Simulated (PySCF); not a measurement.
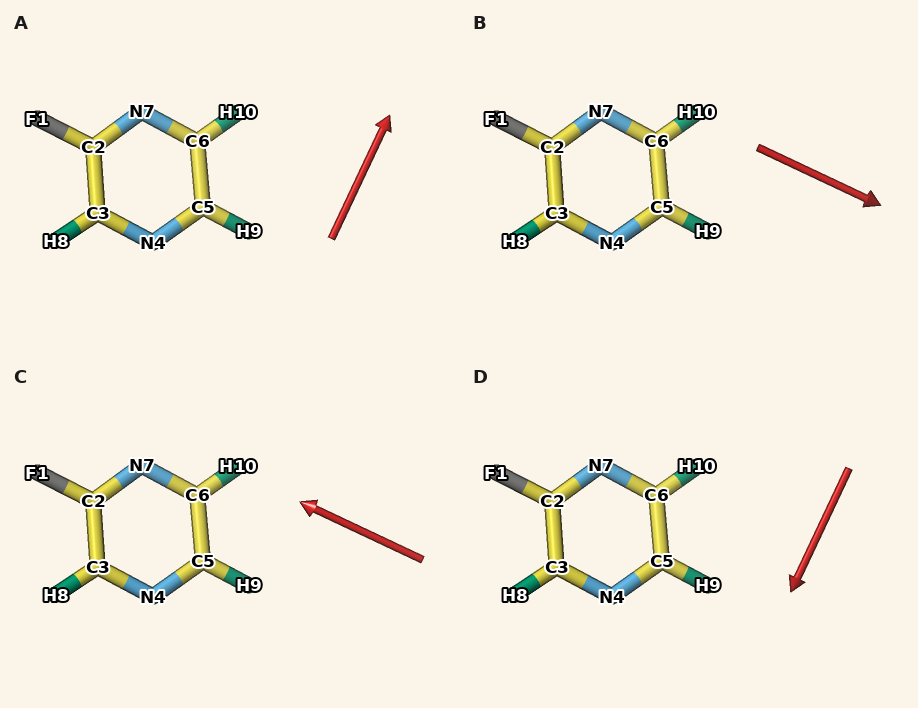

The same molecule four times, each with an arrow. The geometry was computed by an optimisation with PBE0-D3(BJ)/def2-SVP. No frequency run is at hand to confirm it as a minimum. Level of theory: PBE0/pcSseg-0, gas phase (PySCF 2.14.0).

Which arrow points along the dipole moment, from the negative to the positive end?

Answer. B. The dipole moment is 1.67 D; it points from the side of F1 to the side of H9 (the outermost atoms at the two ends).
